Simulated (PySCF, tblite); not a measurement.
# C3H6O: protonation, NMR shifts, part 3 of 3

tblite 0.8.0 and PySCF 2.14.0. Atoms count from 0. The steps go on from the part before.

## (20) Protonation: wB97X-D3(BJ)/def2-TZVP

This step combines the energies above: geometries from PBE0-D3(BJ)/def2-SVP, zero-point and thermal terms from PBE0-D3(BJ)/def2-SVP.

What the job is given:

```
{"job": {"kind": "pa", "geom": {"xc": "PBE0", "basis": "def2-SVP", "d3": "d3bj", "grid": 1}, "hess": 1, "level": {"xc": "wB97X", "basis": "def2-TZVP", "d3": "d3bj", "solvents": ["1,4-dioxane"]}}, "charge": 0, "multiplicity": 1}
C      1.337115    -0.469909     0.351691
C      0.710680     0.710682     0.423360
O     -0.543804     1.007691     0.052539
C     -1.318715    -0.029297    -0.482435
H      0.872648    -1.377016    -0.037987
H      2.368054    -0.537920     0.700275
H      1.207842     1.600909     0.820813
H     -2.300437     0.394963    -0.727852
H     -0.861910    -0.442631    -1.399567
H     -1.449457    -0.851540     0.243824
```

Output (the driver's rows laid out field by field):

```text
protonation site by site, wB97X-D3(BJ)/def2-TZVP // PBE0-D3(BJ)/def2-SVP

row 1
  formula                 C3H7O
  charge                  1
  multiplicity            1
  smiles                  C/C=[O+]\C
  kept                    yes
  pieces                  1
  point_group             C1
  atom                    0
  element                 C
  electronic              890.41
  enthalpy                865.32
  free_energy             838.37
  solution                1,4-dioxane 974.22
  share_gas               1.0
  share_solution          1,4-dioxane 1.0

row 2
  formula                 C3H7O
  charge                  1
  multiplicity            1
  smiles                  C=C[OH+]C
  kept                    yes
  pieces                  1
  point_group             C1
  atom                    2
  element                 O
  electronic              787.51
  enthalpy                761.06
  free_energy             732.59
  solution                1,4-dioxane 875.9
  share_gas               2.939e-19
  share_solution          1,4-dioxane 5.958e-18
```

Wall time 4.6 min (1 thread of Arm Neoverse V2, shared host); peak memory 0.66 GiB.

Energy given off on adding a proton (kJ/mol, gas phase, 298 K for the thermal columns):

```tsv
site	product	electronic	enthalpy	free energy
C0	C/C=[O+]\C	890.4	865.3	838.4
O2	C=C[OH+]C	787.5	761.1	732.6
```

Free energies in a continuum (kJ/mol, same sign; the bare proton is left unsolvated, so these are no solution acidities or basicities): 1,4-dioxane: C0 974.2, O2 875.9.

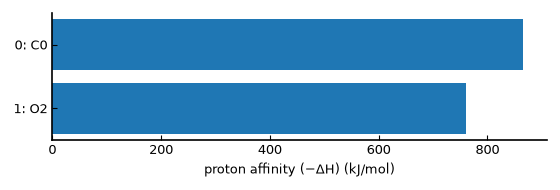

Energy given off on adding a proton, as enthalpies.

## (21) NMR shifts: GIAO PBE0/pcSseg-1

Settings changed since step 20:

```diff
@@ -1,2 +1,2 @@
-{"job": {"kind": "pa", "geom": {"xc": "PBE0", "basis": "def2-SVP", "d3": "d3bj", "grid": 1}, "hess": 1, "level": {"xc": "wB97X", "basis": "def2-TZVP", "d3": "d3bj", "solvents": ["1,4-dioxane"]}}, "charge": 0, "multiplicity": 1}
+{"job": {"kind": "nmr", "xc": "PBE0", "basis": "pcSseg-1", "pop": false}, "charge": 0, "multiplicity": 1}
 C      1.337115    -0.469909     0.351691
```

Method: GIAO PBE0/pcSseg-1 NMR shielding, non-relativistic, gas phase.

What it wrote:

```text
coarse grid: 8064 points
cycle   1  E = -192.7846173247  dE =  3.996e-01  |g| = 4.733e-01  |ddm| = 2.598e+00
cycle   2  E = -192.7611580092  dE =  2.346e-02  |g| = 6.075e-01  |ddm| = 7.360e-01
cycle   3  E = -192.8282025097  dE = -6.704e-02  |g| = 8.127e-02  |ddm| = 4.326e-01
cycle   4  E = -192.8292312731  dE = -1.029e-03  |g| = 3.384e-02  |ddm| = 6.765e-02
cycle   5  E = -192.8294785803  dE = -2.473e-04  |g| = 1.107e-02  |ddm| = 3.183e-02
cycle   6  E = -192.8295082625  dE = -2.968e-05  |g| = 2.755e-03  |ddm| = 1.034e-02
cycle   7  E = -192.8295100706  dE = -1.808e-06  |g| = 2.501e-04  |ddm| = 2.122e-03
final grid: 77064 points
cycle   8  E = -192.8646195246  dE = -2.416e-05  |g| = 1.045e-02  |ddm| = 2.222e-02
cycle   9  E = -192.8645945803  dE =  2.494e-05  |g| = 1.580e-02  |ddm| = 1.425e-02
cycle  10  E = -192.8646396132  dE = -4.503e-05  |g| = 1.858e-03  |ddm| = 9.686e-03
cycle  11  E = -192.8646404543  dE = -8.411e-07  |g| = 2.454e-04  |ddm| = 1.673e-03
cycle  12  E = -192.8646404644  dE = -1.010e-08  |g| = 1.306e-04  |ddm| = 2.370e-04
cycle  13  E = -192.8646404685  dE = -4.065e-09  |g| = 1.912e-05  |ddm| = 9.807e-05
cycle  14  E = -192.8646404686  dE = -7.594e-11  |g| = 4.588e-06  |ddm| = 1.626e-05
converged SCF energy = -192.8646404686

GIAO shielding tensors (ppm)
atom      isotropic    diamagn.    paramagn.     s11        s22        s33       span
  0 C       97.783     258.291    -160.508      5.705    114.099    173.544    167.839
  1 C       24.271     250.931    -226.659    -87.044     55.499    104.359    191.403
  2 O      215.365     395.060    -179.695     84.598    239.199    322.298    237.699
  3 C      131.067     247.505    -116.437    100.503    115.673    177.025     76.522
  4 H       27.255      32.416      -5.161     24.741     25.350     31.675      6.935
  5 H       27.258      29.709      -2.451     25.962     26.017     29.796      3.834
  6 H       24.667      29.465      -4.798     21.537     25.367     27.097      5.560
  7 H       27.432      28.655      -1.223     23.649     26.064     32.585      8.936
  8 H       28.022      30.464      -2.442     25.336     25.603     33.129      7.793
  9 H       28.020      30.471      -2.451     25.332     25.593     33.137      7.805
```

It took 3.7 s on 1 thread of Arm Neoverse V2, shared host; peak memory 0.48 GiB.

The references, computed at this level on geometries of the same kind, shield at (ppm): 1H TMS 31.27, 13C TMS 184.4, 17O H2O 334.6. Their shielding less the atom's gives the shift. The references are single molecules in the gas phase, so shifts against H2O, NH3, PH3, H3PO4 or CFCl3 are not on the usual liquid scales and can be off by tens of ppm. Atoms listed in one row are averaged.

```tsv
atoms	environment	σ (ppm)	δ (ppm)	δ scaled to CDCl3
C1	alkene carbon bearing oxygen	24.3	160.1	155.0
C0	β carbon of an enol-ether or enamine type C=C	97.8	86.6	83.6
C3	methyl carbon bonded to O	131.1	53.3	51.3
H6	hydrogen on an alkene carbon bearing oxygen	24.67	6.60	6.47
H4	hydrogen on a β carbon of an enol-ether or enamine type C=C	27.26	4.01	4.02
H5	hydrogen on a β carbon of an enol-ether or enamine type C=C	27.26	4.01	4.02
H7, H8, H9	hydrogen on a methyl carbon bonded to O	27.82	3.44	3.48
O2	ether oxygen	215.4	119.2	–
```

The scaled column applies a straight-line fit of computed shieldings to shifts measured in CDCl3 (root-mean-square error 0.21 ppm for H, 2.0 ppm for C).

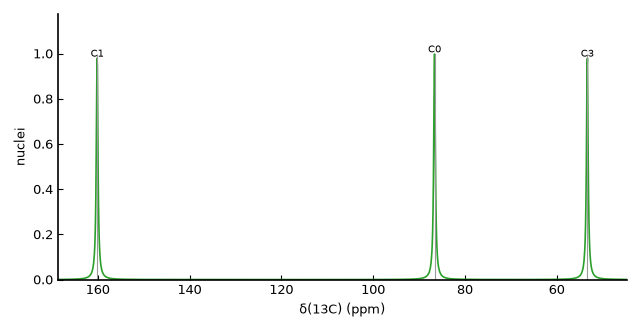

13C lines at the computed shifts, without couplings. Lines are broadened to a width of 0.43 ppm (Lorentzian).

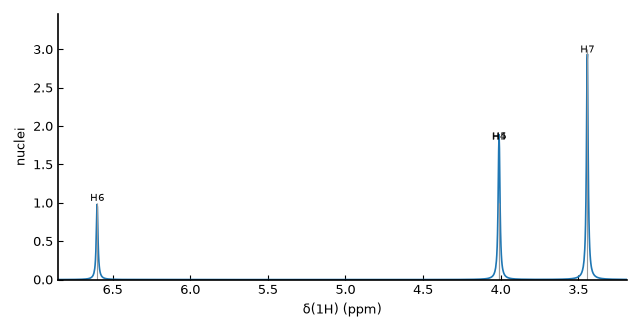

1H lines at the computed shifts, without couplings. Lines are broadened to a width of 0.01 ppm (Lorentzian).

## (22) NMR shifts (C3H7O+, C/C=[O+]\C): GIAO PBE0/pcSseg-1

What the job is given:

```
{"job": {"kind": "nmr", "xc": "PBE0", "basis": "pcSseg-1", "pop": false}, "charge": 1, "multiplicity": 1}
C      1.242550    -0.508276     0.749525
C      0.598494     0.769331     0.496122
O     -0.467964     0.972964    -0.121057
C     -1.295307    -0.064721    -0.720664
H      0.729507    -1.388047     0.346472
H      2.274730    -0.443644     0.353602
H      1.056430     1.701874     0.864732
H     -2.177760     0.463493    -1.092845
H     -0.736682    -0.523540    -1.546469
H     -1.570847    -0.797388     0.048168
H      1.382079    -0.602451     1.843967
```

Method: GIAO PBE0/pcSseg-1 NMR shielding, non-relativistic, gas phase.

What it wrote:

```text
coarse grid: 8688 points
cycle   1  E = -193.1188777958  dE =  6.702e-01  |g| = 4.574e-01  |ddm| = 2.629e+00
cycle   2  E = -193.0639281183  dE =  5.495e-02  |g| = 7.276e-01  |ddm| = 6.440e-01
cycle   3  E = -193.1610505702  dE = -9.712e-02  |g| = 1.197e-01  |ddm| = 3.930e-01
cycle   4  E = -193.1636640244  dE = -2.613e-03  |g| = 3.389e-02  |ddm| = 8.918e-02
cycle   5  E = -193.1639064732  dE = -2.424e-04  |g| = 5.373e-03  |ddm| = 2.665e-02
cycle   6  E = -193.1639119305  dE = -5.457e-06  |g| = 1.805e-03  |ddm| = 4.238e-03
final grid: 82440 points
cycle   7  E = -193.1981596199  dE = -1.240e-05  |g| = 1.243e-02  |ddm| = 1.925e-02
cycle   8  E = -193.1981160150  dE =  4.360e-05  |g| = 2.016e-02  |ddm| = 1.558e-02
cycle   9  E = -193.1981878136  dE = -7.180e-05  |g| = 2.521e-03  |ddm| = 1.026e-02
cycle  10  E = -193.1981891887  dE = -1.375e-06  |g| = 1.493e-04  |ddm| = 1.544e-03
cycle  11  E = -193.1981891925  dE = -3.850e-09  |g| = 7.691e-05  |ddm| = 1.674e-04
cycle  12  E = -193.1981891940  dE = -1.417e-09  |g| = 1.228e-05  |ddm| = 5.931e-05
cycle  13  E = -193.1981891940  dE = -3.490e-11  |g| = 1.414e-06  |ddm| = 1.018e-05
converged SCF energy = -193.1981891940

GIAO shielding tensors (ppm)
atom      isotropic    diamagn.    paramagn.     s11        s22        s33       span
  0 C      154.277     254.491    -100.214    111.091    173.642    178.097     67.006
  1 C      -55.538     254.839    -310.377   -203.409    -68.965    105.760    309.169
  2 O      -71.415     394.734    -466.149   -421.108   -132.885    339.747    760.855
  3 C      113.532     250.564    -137.032     75.959     90.176    174.463     98.504
  4 H       27.962      30.592      -2.630     23.756     28.052     32.079      8.323
  5 H       27.652      26.650       1.002     24.457     25.277     33.223      8.766
  6 H       21.804      27.578      -5.775     19.750     19.913     25.747      5.997
  7 H       25.319      27.171      -1.852     22.633     24.531     28.792      6.159
  8 H       26.380      29.507      -3.127     23.457     25.014     30.668      7.212
  9 H       26.339      29.725      -3.386     23.293     25.282     30.441      7.147
 10 H       27.658      26.485       1.173     24.458     25.270     33.247      8.789
```

Run time: 4.2 s. Hardware: 1 thread of Arm Neoverse V2, shared host; peak memory 0.51 GiB.

The references, computed at this level on geometries of the same kind, shield at (ppm): 1H TMS 31.27, 13C TMS 184.4, 17O H2O 334.6. Their shielding less the atom's gives the shift. The references are single molecules in the gas phase, so shifts against H2O, NH3, PH3, H3PO4 or CFCl3 are not on the usual liquid scales and can be off by tens of ppm. Atoms listed in one row are averaged.

```tsv
atoms	environment	σ (ppm)	δ (ppm)
C1	carbon bonded to C, O, H	-55.5	239.9
C3	carbon bonded to O, 3 H	113.5	70.9
C0	carbon bonded to C, 3 H	154.3	30.1
H6	hydrogen on a carbon bonded to C, O	21.80	9.46
H7, H8, H9	hydrogen on a carbon bonded to O	26.01	5.25
H4, H5, H10	hydrogen on a carbon bonded to C	27.76	3.51
O2	oxygen bonded to 2 C	-71.4	406.0
```

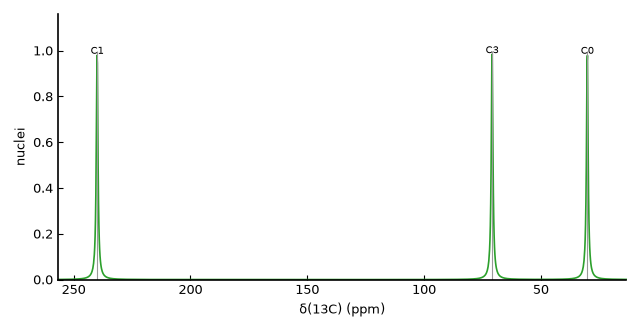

13C lines at the computed shifts, without couplings. Lines are broadened to a width of 0.84 ppm (Lorentzian).

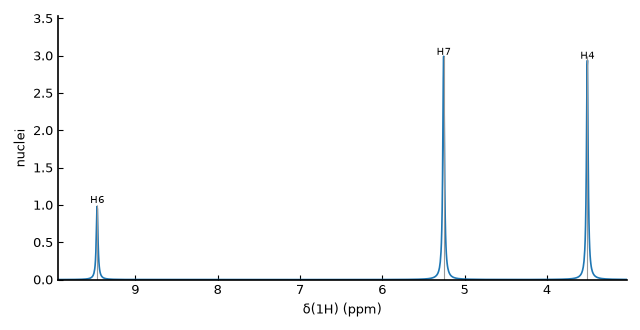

1H lines at the computed shifts, without couplings. Lines are broadened to a width of 0.02 ppm (Lorentzian).

## (23) NMR shifts (C₃H₇O+, C=C[OH+]C): GIAO PBE0/pcSseg-1

What the job is given:

```
{"job": {"kind": "nmr", "xc": "PBE0", "basis": "pcSseg-1", "pop": false}, "charge": 1, "multiplicity": 1}
C      1.407019    -0.500011     0.315993
C      0.813611     0.656278     0.530229
O     -0.563712     0.892896     0.173488
C     -1.397863    -0.121136    -0.482843
H      0.927688    -1.384466    -0.107325
H      2.464831    -0.574763     0.578976
H      1.239857     1.575760     0.933259
H     -2.347757     0.377396    -0.703725
H     -0.878299    -0.388857    -1.408811
H     -1.524526    -0.976681     0.192164
H     -1.039391     1.426641     0.837030
```

With the program's defaults for keys left out, this is: GIAO PBE0/pcSseg-1 NMR shielding, non-relativistic, gas phase.

What it wrote:

```text
coarse grid: 8688 points
cycle   1  E = -193.0876197053  dE =  6.577e-01  |g| = 3.566e-01  |ddm| = 2.651e+00
cycle   2  E = -193.0651677281  dE =  2.245e-02  |g| = 4.647e-01  |ddm| = 7.003e-01
cycle   3  E = -193.1200670032  dE = -5.490e-02  |g| = 8.988e-02  |ddm| = 3.856e-01
cycle   4  E = -193.1217619468  dE = -1.695e-03  |g| = 2.753e-02  |ddm| = 6.567e-02
cycle   5  E = -193.1218907485  dE = -1.288e-04  |g| = 8.614e-03  |ddm| = 1.732e-02
cycle   6  E = -193.1219032618  dE = -1.251e-05  |g| = 2.086e-03  |ddm| = 5.274e-03
cycle   7  E = -193.1219042206  dE = -9.588e-07  |g| = 3.865e-04  |ddm| = 1.496e-03
final grid: 82440 points
cycle   8  E = -193.1569746887  dE = -2.655e-05  |g| = 1.049e-02  |ddm| = 2.150e-02
cycle   9  E = -193.1569593570  dE =  1.533e-05  |g| = 1.430e-02  |ddm| = 1.206e-02
cycle  10  E = -193.1569957096  dE = -3.635e-05  |g| = 1.510e-03  |ddm| = 6.915e-03
cycle  11  E = -193.1569962144  dE = -5.049e-07  |g| = 2.674e-04  |ddm| = 1.108e-03
cycle  12  E = -193.1569962274  dE = -1.297e-08  |g| = 1.424e-04  |ddm| = 2.641e-04
cycle  13  E = -193.1569962323  dE = -4.940e-09  |g| = 1.635e-05  |ddm| = 1.021e-04
cycle  14  E = -193.1569962324  dE = -5.650e-11  |g| = 2.749e-06  |ddm| = 1.223e-05
converged SCF energy = -193.1569962324

GIAO shielding tensors (ppm)
atom      isotropic    diamagn.    paramagn.     s11        s22        s33       span
  0 C       68.767     256.243    -187.476    -41.715     71.561    176.454    218.169
  1 C       32.944     255.607    -222.662    -58.077     76.213     80.698    138.775
  2 O      258.713     396.495    -137.781    205.958    251.902    318.280    112.322
  3 C      116.520     249.357    -132.837     75.072     92.865    181.622    106.550
  4 H       25.104      30.390      -5.285     22.161     23.937     29.214      7.053
  5 H       24.826      26.746      -1.921     23.550     23.703     27.225      3.675
  6 H       24.237      28.205      -3.967     20.980     25.247     26.485      5.505
  7 H       26.146      26.987      -0.841     22.682     24.155     31.600      8.919
  8 H       26.448      29.148      -2.700     23.582     24.171     31.592      8.010
  9 H       26.530      29.219      -2.689     23.610     24.159     31.822      8.212
 10 H       25.741      30.291      -4.551     15.363     23.004     38.855     23.493
```

Run time: 4 s. Hardware: 1 thread of Arm Neoverse V2, shared host; peak memory 0.51 GiB.

The references, computed at this level on geometries of the same kind, shield at (ppm): 1H TMS 31.27, 13C TMS 184.4, 17O H2O 334.6. Their shielding less the atom's gives the shift. The references are single molecules in the gas phase, so shifts against H2O, NH3, PH3, H3PO4 or CFCl3 are not on the usual liquid scales and can be off by tens of ppm. Atoms listed in one row are averaged.

```tsv
atoms	environment	σ (ppm)	δ (ppm)
C1	carbon bonded to C, O, H	32.9	151.5
C0	carbon bonded to C, 2 H	68.8	115.6
C3	carbon bonded to O, 3 H	116.5	67.9
H6	hydrogen on a carbon bonded to C, O	24.24	7.03
H5	hydrogen on a carbon bonded to C	24.83	6.44
H4	hydrogen on a carbon bonded to C	25.10	6.16
H10	hydrogen on an oxygen bonded to 2 C	25.74	5.53
H7, H8, H9	hydrogen on a carbon bonded to O	26.37	4.89
O2	oxygen bonded to 2 C, H	258.7	75.8
```

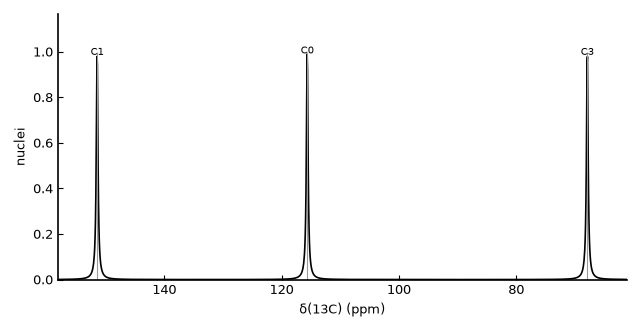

13C lines at the computed shifts, without couplings. Lines are broadened to a width of 0.33 ppm (Lorentzian).

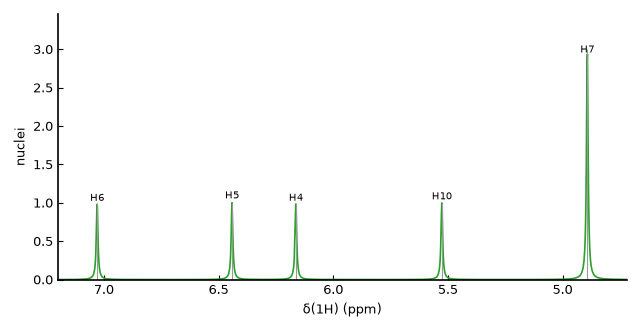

1H lines at the computed shifts, without couplings. Lines are broadened to a width of 0.01 ppm (Lorentzian).

## (24) Spectra of the species

What the job is given:

```
{"job": {"kind": "pa", "geom": {"xc": "PBE0", "basis": "def2-SVP", "d3": "d3bj", "grid": 1}, "hess": 1, "level": {"xc": "wB97X", "basis": "def2-TZVP", "d3": "d3bj", "solvents": ["1,4-dioxane"]}, "spectra": true}, "charge": 0, "multiplicity": 1}
C      1.337115    -0.469909     0.351691
C      0.710680     0.710682     0.423360
O     -0.543804     1.007691     0.052539
C     -1.318715    -0.029297    -0.482435
H      0.872648    -1.377016    -0.037987
H      2.368054    -0.537920     0.700275
H      1.207842     1.600909     0.820813
H     -2.300437     0.394963    -0.727852
H     -0.861910    -0.442631    -1.399567
H     -1.449457    -0.851540     0.243824
```

What it wrote:

```text
nmr C=COC +0: GIAO PBE0/pcSseg-1 NMR shielding, non-relativistic, gas phase
nmr C/C=[O+]\C +1: GIAO PBE0/pcSseg-1 NMR shielding, non-relativistic, gas phase
nmr C=C[OH+]C +1: GIAO PBE0/pcSseg-1 NMR shielding, non-relativistic, gas phase
```

Run time: 12 s. Hardware: 1 thread of Arm Neoverse V2, shared host; peak memory 0.51 GiB.

This step only lists the spectra that were run on the species above.

## (25) Summary of results

The summary covers parts 1 to 3.

| quantity | value |
| --- | --- |
| strongest single infrared mode (GFN2-xTB) | 1709 cm⁻¹, 188 km/mol |
| zero-point energy (GFN2-xTB) | 51.8 kcal/mol |
| point group | Cs |
| rotational constants (main isotopes) | 18.61, 6.38, 4.90 GHz |
| surface potential, 1st and 99th percentile | -1.05 V and 0.91 V |
| proton affinity (−ΔH), C0 (wB97X-D3(BJ)/def2-TZVP) | 865.3 kJ/mol |
| proton affinity (−ΔH), O2 (wB97X-D3(BJ)/def2-TZVP) | 761.1 kJ/mol |
| 13C shifts against TMS (PBE0/pcSseg-1) | 160.1, 86.6, 53.3 ppm |
| 1H shifts against TMS (PBE0/pcSseg-1, means over atoms taken as alike) | 6.60, 4.01, 4.01, 3.44 ppm |
| 17O shifts against H2O (PBE0/pcSseg-1) | 119.2 ppm |

No mode is imaginary among the 24: a minimum at this level. The strongest single mode, at 1709 cm⁻¹, moves mainly C1 and C0. Unscaled tight-binding wavenumbers are off by several per cent, some by more. Its intensities can rank the bands wrongly. Over 2 steps the energy fell by 0.030 eV; of the close pairs, C0–H5 changed most, 1.073 to 1.090 Å (PBE0/def2-SVP). At wB97X-D3(BJ)/def2-TZVP the proton affinity (−ΔH) runs from 761.1 kJ/mol (O2) to 865.3 kJ/mol (C0). C1 (alkene carbon bearing oxygen) lies farthest downfield among carbon, at 160.1 ppm; an sp2 carbon further deshielded by the attached heteroatom. The most deshielded hydrogen is H6 (hydrogen on an alkene carbon bearing oxygen), at 6.60 ppm: attached to an sp2 carbon and in the plane of the double bond. At PBE0/pcSseg-1: The widest tensor belongs to O2: span 238 ppm, with a paramagnetic part of -180 ppm.
